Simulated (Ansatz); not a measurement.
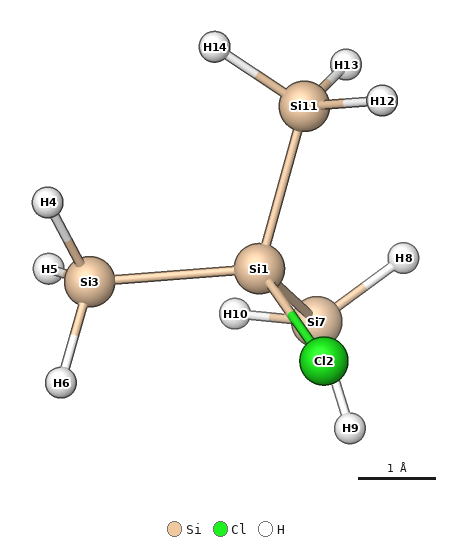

Figure 1. The input geometry (ball-and-stick view, seen at a tilt; atoms are numbered from 1 in the order of the input).

Si4H9Cl: geometry relaxation (part 1 of 2)

- system: Si4H9Cl
- method: RKS r2SCAN/STO-3G (Ansatz 0.2.0)

It belongs to a series of runs on one base structure; here: start relaxed. Figures and captions count atoms from 1; the log counts them from 0 in places.

Output
```
The last accepted step is kept in [file] (removed where the run ends without a failure and the disk answers)
Engine: ansatz 0.2.0, aarch64-unknown-linux-gnu
Functional definition: r2SCAN
  parameter k0 = 0.174
  parameter k1 = 0.065
  parameter a1 = 4.9479
  exchange = r2scan_x(k0 = k0, k1 = k1, a1 = a1)
  correlation = r2scan_c
686 factors; integrals over basis functions are off by at most 1.3e-5 eV
mean field evaluation 1: about -43674.8997 eV, gradient 2.8e1 eV
mean field evaluation 2: about -43674.4866 eV, gradient 3.0e1 eV
mean field evaluation 4: about -43677.9577 eV, gradient 7.6e-1 eV
mean field evaluation 8: about -43677.9145 eV, gradient 2.7e-3 eV
mean field -43677.91446455 eV, -1605.1337506185 hartree, gradient 2.4e-5 eV, S^2 0.000000; 0 other end points of the search recorded, 0 dependent functions left out
the calculation of the forces begins
reference -43677.91447296 eV, -1605.1337509276 hartree; 41, 41 occupied and 13, 13 virtual orbitals, 686 factors
relax step   1: F+E_penalty+E_count = -43677.91446455 eV  Δ(F+E_penalty+E_count) = +0.000e0 eV  max|allowed force component| = 1.021e0 eV/Å  Δτ_max = 0.0000 Å  (19 SCF iters, accepted)
these checks for a lower state are left out or cut short: starts, cluster_reference, orbital_swaps, neighbouring_geometries, increment
686 factors; integrals over basis functions are off by at most 1.9e-5 eV
mean field evaluation 16: about -43677.9960 eV, gradient 3.5e-5 eV
mean field -43677.99599603 eV, -1605.1367468452 hartree, gradient 5.6e-5 eV, S^2 0.000000; 0 other end points of the search recorded, 0 dependent functions left out
[... from here on the field's lines of each further geometry are left out, up to the last ...]
relax step   2: F+E_penalty+E_count = -43677.99599603 eV  Δ(F+E_penalty+E_count) = -8.153e-2 eV  max|allowed force component| = 3.918e-1 eV/Å  Δτ_max = 0.1747 Å  (20 SCF iters, accepted)
relax step   3: F+E_penalty+E_count = -43678.06380510 eV  Δ(F+E_penalty+E_count) = -6.781e-2 eV  max|allowed force component| = 7.793e-2 eV/Å  Δτ_max = 0.0802 Å  (20 SCF iters, accepted)
relax step   4: F+E_penalty+E_count = -43678.07992475 eV  Δ(F+E_penalty+E_count) = -1.612e-2 eV  max|allowed force component| = 1.753e-1 eV/Å  Δτ_max = 0.2000 Å  (18 SCF iters, accepted)
relax step   5: F+E_penalty+E_count = -43678.08217728 eV  Δ(F+E_penalty+E_count) = -2.253e-3 eV  max|allowed force component| = 3.891e-1 eV/Å  Δτ_max = 0.1963 Å  (18 SCF iters, accepted)
relax step   6: F+E_penalty+E_count = -43678.09408051 eV  Δ(F+E_penalty+E_count) = -1.190e-2 eV  max|allowed force component| = 1.368e-1 eV/Å  Δτ_max = 0.0354 Å  (19 SCF iters, accepted)
relax step   7: F+E_penalty+E_count = -43678.10487846 eV  Δ(F+E_penalty+E_count) = -1.080e-2 eV  max|allowed force component| = 1.227e-2 eV/Å  Δτ_max = 0.1214 Å  (18 SCF iters, accepted)
relax step   8: F+E_penalty+E_count = -43678.10871883 eV  Δ(F+E_penalty+E_count) = -3.840e-3 eV  max|allowed force component| = 2.304e-1 eV/Å  Δτ_max = 0.1952 Å  (18 SCF iters, accepted)
relax step   9: F+E_penalty+E_count = -43678.11531081 eV  Δ(F+E_penalty+E_count) = -6.592e-3 eV  max|allowed force component| = 9.647e-2 eV/Å  Δτ_max = 0.0365 Å  (20 SCF iters, accepted)
relax step  10: F+E_penalty+E_count = -43678.12136365 eV  Δ(F+E_penalty+E_count) = -6.053e-3 eV  max|allowed force component| = 8.963e-3 eV/Å  Δτ_max = 0.0983 Å  (18 SCF iters, accepted)
relax step  11: F+E_penalty+E_count = -43678.12081162 eV  Δ(F+E_penalty+E_count) = +5.520e-4 eV  max|allowed force component| = 2.981e-1 eV/Å  Δτ_max = 0.1954 Å  (18 SCF iters, rejected (line search))
relax step  12: F+E_penalty+E_count = -43678.12438189 eV  Δ(F+E_penalty+E_count) = -3.018e-3 eV  max|allowed force component| = 6.905e-2 eV/Å  Δτ_max = 0.0956 Å  (18 SCF iters, accepted)
relax step  13: F+E_penalty+E_count = -43678.12593903 eV  Δ(F+E_penalty+E_count) = -1.557e-3 eV  max|allowed force component| = 1.225e-1 eV/Å  Δτ_max = 0.0975 Å  (18 SCF iters, accepted)
relax step  14: F+E_penalty+E_count = -43678.12723887 eV  Δ(F+E_penalty+E_count) = -1.300e-3 eV  max|allowed force component| = 1.327e-1 eV/Å  Δτ_max = 0.0522 Å  (19 SCF iters, accepted)
relax step  15: F+E_penalty+E_count = -43678.12879606 eV  Δ(F+E_penalty+E_count) = -1.557e-3 eV  max|allowed force component| = 1.051e-1 eV/Å  Δτ_max = 0.0450 Å  (19 SCF iters, accepted)
relax step  16: F+E_penalty+E_count = -43678.13032719 eV  Δ(F+E_penalty+E_count) = -1.531e-3 eV  max|allowed force component| = 5.674e-2 eV/Å  Δτ_max = 0.0643 Å  (19 SCF iters, accepted)
relax step  17: F+E_penalty+E_count = -43678.13111309 eV  Δ(F+E_penalty+E_count) = -7.859e-4 eV  max|allowed force component| = 6.003e-2 eV/Å  Δτ_max = 0.0881 Å  (18 SCF iters, accepted)
relax step  18: F+E_penalty+E_count = -43678.13149222 eV  Δ(F+E_penalty+E_count) = -3.791e-4 eV  max|allowed force component| = 5.680e-2 eV/Å  Δτ_max = 0.0231 Å  (20 SCF iters, accepted)
relax step  19: F+E_penalty+E_count = -43678.13183189 eV  Δ(F+E_penalty+E_count) = -3.397e-4 eV  max|allowed force component| = 2.448e-2 eV/Å  Δτ_max = 0.0197 Å  (17 SCF iters, accepted)
relax step  20: F+E_penalty+E_count = -43678.13199908 eV  Δ(F+E_penalty+E_count) = -1.672e-4 eV  max|allowed force component| = 1.983e-2 eV/Å  Δτ_max = 0.0319 Å  (19 SCF iters, accepted)
the calculation of the forces begins
reference -43678.13208163 eV, -1605.1417478986 hartree; 41, 41 occupied and 13, 13 virtual orbitals, 686 factors
relax step  21: F+E_penalty+E_count = -43678.13207312 eV  Δ(F+E_penalty+E_count) = -7.403e-5 eV  max|allowed force component| = 1.559e-2 eV/Å  Δτ_max = 0.0263 Å  (19 SCF iters, accepted)
```

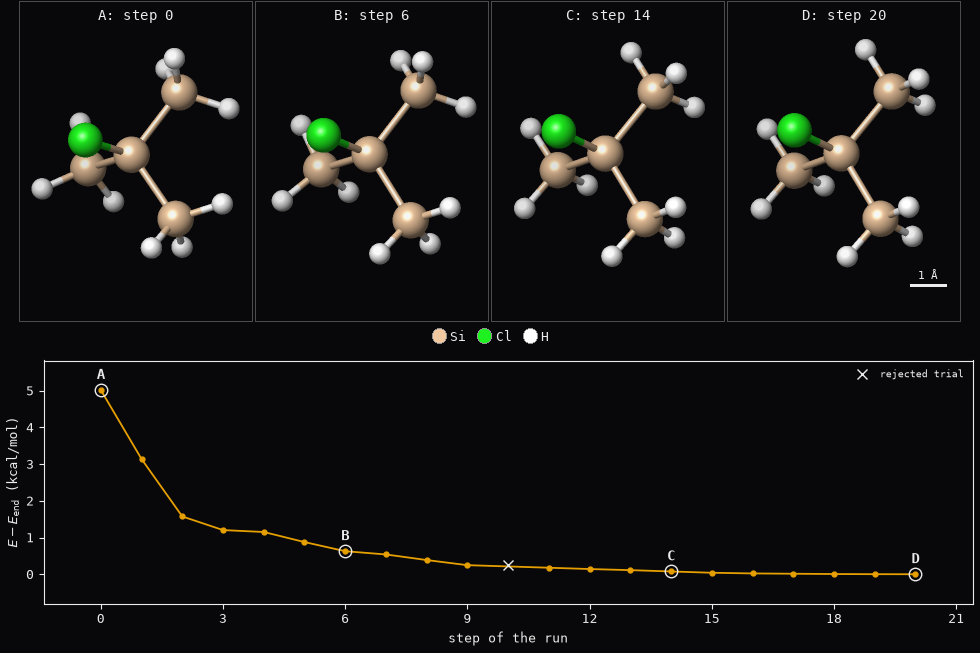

Figure 2. Frames of the relaxation (ball-and-stick view, seen at a tilt) above the curves, on which the letters mark them (the first geometry is step 0 here and step 1 in the log).

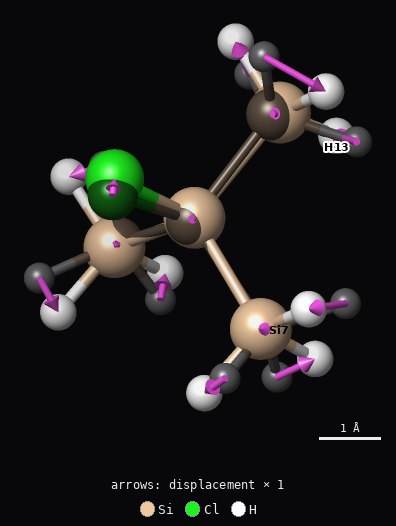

Figure 3. Start (faint) and end (solid) with the displacements as pink arrows, at true length (ball-and-stick view, seen at a tilt). The two geometries are laid on each other by the best rigid fit. H12 moves most after the best rigid fit: 1.17 Å. Largest moves by element: H 1.17 Å, Cl 0.32 Å, Si 0.26 Å. Among the contacts that change: Si1–Si11 2.218 → 2.266 Å, Si7–H8 1.460 → 1.445 Å, Si11–H12 1.460 → 1.446 Å, Si1–Cl2 2.130 → 2.141 Å. Among the angles that change: Cl2–Si1–Si3 109.5° → 106.5°, Si3–Si1–Si7 109.5° → 112.2°. Over 20 geometry steps the energy falls by 5.02 kcal/mol. Largest force component: 1 eV/Å at the start, 0.016 eV/Å at the end. The line search rejected the trial step at point 10 (counted from 0) and went back. (Atoms are counted from 1 in the order of the input.)

```
686 factors; integrals over basis functions are off by at most 2.9e-5 eV
mean field -43678.13207312 eV, -1605.1417475857 hartree, gradient 3.6e-5 eV, S^2 0.000000; 1 other end points of the search recorded, 0 dependent functions left out
the calculation of the forces begins
reference -43678.13208163 eV, -1605.1417478986 hartree; 41, 41 occupied and 13, 13 virtual orbitals, 686 factors
Total energy: -43678.13208163 eV, -1605.1417478986 hartree
Atom 0 at     0.009466    -0.057630    -0.089571 Å, force     0.006741     0.004700    -0.003461 eV/Å
Atom 1 at     0.049595    -0.301983     2.036998 Å, force     0.000008     0.000779    -0.000130 eV/Å
Atom 2 at     2.169310     0.061855    -0.763119 Å, force    -0.007679     0.000762     0.003547 eV/Å
Atom 3 at     2.891141    -1.139503    -0.410789 Å, force     0.006521    -0.008182     0.001002 eV/Å
Atom 4 at     2.210057     0.209426    -2.201886 Å, force    -0.001478     0.000548    -0.004225 eV/Å
Atom 5 at     2.837346     1.199515    -0.172749 Å, force     0.001882     0.003828     0.002180 eV/Å
Atom 6 at    -1.122520     1.862531    -0.495092 Å, force     0.007200    -0.012445     0.001104 eV/Å
Atom 7 at    -2.479873     1.778742    -0.006830 Å, force    -0.015586     0.002144     0.004681 eV/Å
Atom 8 at    -0.470655     2.993603     0.124877 Å, force     0.004923     0.005251     0.004324 eV/Å
Atom 9 at    -1.168088     2.092745    -1.922648 Å, force    -0.000646     0.000504    -0.008620 eV/Å
Atom 10 at    -1.052846    -1.875985    -0.924789 Å, force    -0.003744     0.009840    -0.002114 eV/Å
Atom 11 at    -2.397951    -1.975922    -0.403828 Å, force     0.008671    -0.004519    -0.007678 eV/Å
Atom 12 at    -1.130847    -1.757242    -2.365327 Å, force    -0.001400    -0.005657     0.012058 eV/Å
Atom 13 at    -0.334735    -3.090052    -0.607748 Å, force    -0.005413     0.002445    -0.002669 eV/Å
Dipole moment:    -0.012562     0.070195    -0.621441 e Å
```

Trajectory as extended XYZ (Å, eV, eV/Å), 21 frames, from step=1 to step=21
```
14
Properties=species:S:1:pos:R:3:forces:R:3 step=1 energy=-43677.91447
Si    0.0000    0.0000    0.0000    0.0577   0.0543   0.1687
Cl    0.0000    0.0000    2.1300    0.0049  -0.0108   0.0546
Si    2.0935    0.0000   -0.7393    1.0205  -0.0388   0.0515
H     2.5508   -1.3762   -0.9079    0.0224   0.3843  -0.0212
H     2.1573    0.6939   -2.0222    0.0326  -0.2004   0.2861
H     2.9510    0.6823    0.2255   -0.0746  -0.1660  -0.3533
Si   -1.0456    1.8115   -0.7393   -0.5644   0.8993   0.0251
H    -2.4302    1.4780   -1.0607    0.3145   0.2218   0.0216
H    -1.0215    2.8436    0.2931   -0.0727  -0.1310  -0.3692
H    -0.3743    2.3069   -1.9374   -0.2255  -0.0849   0.2616
Si   -1.0456   -1.8115   -0.7393   -0.5033  -0.9271  -0.0388
H    -1.7029   -2.4846    0.3772    0.0897   0.0486  -0.3844
H    -2.0454   -1.4265   -1.7311    0.2316  -0.1864   0.1999
H    -0.0777   -2.7173   -1.3511   -0.3334   0.1371   0.0979
14
Properties=species:S:1:pos:R:3:forces:R:3 step=2 energy=-43677.99600
Si    0.0012    0.0036   -0.0887    0.0161  -0.0436   0.3473
Cl    0.0055   -0.0014    2.0445   -0.0204  -0.0264   0.2761
Si    2.1997   -0.0082   -0.6938    0.0879   0.0573  -0.3918
H     2.7173   -1.3470   -0.8908   -0.1537  -0.0007   0.0811
H     2.2714    0.6563   -1.9780    0.0622  -0.0019  -0.0118
H     3.1122    0.6805    0.1972   -0.2649   0.0158   0.0907
Si   -1.1073    1.9033   -0.6958   -0.0181   0.1034  -0.3857
H    -2.4898    1.6409   -1.0406    0.0641  -0.1206   0.0765
H    -1.1032    2.9879    0.2656    0.1521  -0.2276   0.1042
H    -0.4710    2.3967   -1.8990   -0.0147   0.0311  -0.0027
Si   -1.0897   -1.9008   -0.7128   -0.0832  -0.1104  -0.3617
H    -1.7775   -2.6158    0.3430    0.1177   0.2264   0.1106
H    -2.0799   -1.5595   -1.7127    0.0034   0.0188   0.0145
H    -0.1794   -2.8366   -1.3405    0.0515   0.0784   0.0528
14
Properties=species:S:1:pos:R:3:forces:R:3 step=3 energy=-43678.06380
Si    0.0006   -0.0011   -0.0397    0.0043   0.0054  -0.0572
Cl   -0.0027   -0.0143    2.1009    0.0010  -0.0037  -0.0601
Si    2.1682    0.0019   -0.7205    0.0765  -0.0044   0.0018
H     2.6591   -1.3491   -0.8953   -0.0188   0.0403   0.0389
H     2.2563    0.6685   -2.0033   -0.0123  -0.0155   0.0265
H     3.0381    0.6947    0.2074   -0.0779  -0.0216  -0.0218
Si   -1.0831    1.8772   -0.7207   -0.0448   0.0679   0.0073
H    -2.4639    1.5877   -1.0467    0.0383   0.0008   0.0427
H    -1.0546    2.9254    0.2784    0.0257  -0.0762  -0.0241
H    -0.4489    2.3812   -1.9212   -0.0066  -0.0185   0.0262
Si   -1.0815   -1.8783   -0.7305   -0.0373  -0.0683  -0.0163
H    -1.7499   -2.5570    0.3603    0.0420   0.0625  -0.0249
H    -2.0748   -1.5326   -1.7258    0.0198   0.0054   0.0248
H    -0.1535   -2.8040   -1.3459   -0.0099   0.0259   0.0364
14
Properties=species:S:1:pos:R:3:forces:R:3 step=4 energy=-43678.07992
Si    0.0034   -0.0123   -0.0525   -0.0229  -0.0042   0.1410
Cl   -0.0138   -0.0783    2.0948    0.0128   0.0081  -0.1753
Si    2.1726    0.0103   -0.7138    0.0147   0.0057  -0.0034
H     2.7164   -1.3306   -0.7484    0.0013   0.0432   0.0134
H     2.2310    0.5551   -2.0547    0.0283  -0.0281   0.0283
H     2.9971    0.8300    0.1479   -0.0417  -0.0165  -0.0205
Si   -1.0874    1.8741   -0.6872    0.0016   0.0077  -0.0013
H    -2.5030    1.6171   -0.8527    0.0510   0.0308   0.0145
H    -0.9149    2.9534    0.2617    0.0116  -0.0486  -0.0278
H    -0.5524    2.2978   -1.9654   -0.0552   0.0090   0.0376
Si   -1.0786   -1.8736   -0.7763   -0.0030  -0.0009  -0.0092
H    -1.8358   -2.4937    0.2902    0.0163   0.0291  -0.0475
H    -1.9884   -1.5105   -1.8434    0.0141  -0.0398   0.0302
H    -0.1370   -2.8388   -1.3026   -0.0289   0.0045   0.0201
14
Properties=species:S:1:pos:R:3:forces:R:3 step=5 energy=-43678.08218
Si    0.0050   -0.0227   -0.0728   -0.0580  -0.0279   0.1582
Cl   -0.0179   -0.1319    2.0750    0.0136   0.0174  -0.1958
Si    2.1808    0.0177   -0.7081    0.2172  -0.0110  -0.0490
H     2.7819   -1.3067   -0.6047   -0.1128   0.2922  -0.0183
H     2.2417    0.4421   -2.1010    0.0309  -0.0857   0.2452
H     2.9521    0.9554    0.0969   -0.1415  -0.1784  -0.1706
Si   -1.0930    1.8760   -0.6573   -0.1585   0.1839  -0.0594
H    -2.5393    1.6643   -0.6657    0.3891   0.0749   0.0073
H    -0.7785    2.9731    0.2501   -0.0687  -0.2220  -0.2160
H    -0.6765    2.2497   -2.0058   -0.1249  -0.0494   0.2980
Si   -1.0784   -1.8744   -0.8200   -0.0532  -0.0672  -0.0317
H    -1.9178   -2.4374    0.2218    0.0753   0.0547  -0.1300
H    -1.9173   -1.5201   -1.9525    0.0889  -0.0593   0.1185
H    -0.1333   -2.8850   -1.2584   -0.0972   0.0777   0.0437
14
Properties=species:S:1:pos:R:3:forces:R:3 step=6 energy=-43678.09408
Si    0.0029   -0.0216   -0.0785   -0.0261  -0.0177   0.0210
Cl   -0.0135   -0.1169    2.0648    0.0085   0.0094  -0.1060
Si    2.1813    0.0157   -0.7115    0.0988   0.0129  -0.0112
H     2.7757   -1.3039   -0.6220   -0.0482   0.0982   0.0069
H     2.2707    0.4558   -2.0914   -0.0171  -0.0390   0.0974
H     2.9513    0.9315    0.1073   -0.0630  -0.0608  -0.0630
Si   -1.0928    1.8793   -0.6641   -0.0642   0.0884  -0.0045
H    -2.5284    1.6671   -0.6867    0.1368   0.0184   0.0147
H    -0.7973    2.9636    0.2522   -0.0113  -0.0891  -0.0759
H    -0.6793    2.2836   -1.9961   -0.0343  -0.0521   0.1144
Si   -1.0804   -1.8800   -0.8131   -0.0296  -0.0200  -0.0218
H    -1.9064   -2.4481    0.2313    0.0272   0.0314  -0.0411
H    -1.9327   -1.5385   -1.9345    0.0429  -0.0111   0.0439
H    -0.1417   -2.8876   -1.2604   -0.0204   0.0310   0.0252
14
Properties=species:S:1:pos:R:3:forces:R:3 step=7 energy=-43678.10488
Si   -0.0002   -0.0308   -0.0889   -0.0003  -0.0068   0.0123
Cl   -0.0121   -0.1497    2.0491    0.0033  -0.0022  -0.0063
Si    2.1780    0.0251   -0.7114    0.0006   0.0023   0.0021
H     2.7997   -1.2698   -0.5486    0.0032  -0.0014   0.0065
H     2.2627    0.3941   -2.1079    0.0014  -0.0068  -0.0073
H     2.9165    0.9985    0.0607   -0.0028   0.0080  -0.0030
Si   -1.0922    1.8776   -0.6397   -0.0025   0.0035   0.0077
H    -2.5248    1.6974   -0.5692   -0.0051   0.0032   0.0099
H    -0.7152    2.9673    0.2317    0.0083   0.0029  -0.0012
H    -0.7515    2.2425   -1.9977   -0.0071  -0.0023  -0.0069
Si   -1.0792   -1.8817   -0.8380    0.0000  -0.0050  -0.0057
H    -1.9737   -2.4000    0.1722   -0.0064   0.0053  -0.0069
H    -1.8582   -1.5511   -2.0115    0.0063   0.0007  -0.0097
H    -0.1403   -2.9193   -1.2034    0.0010  -0.0014   0.0083
```
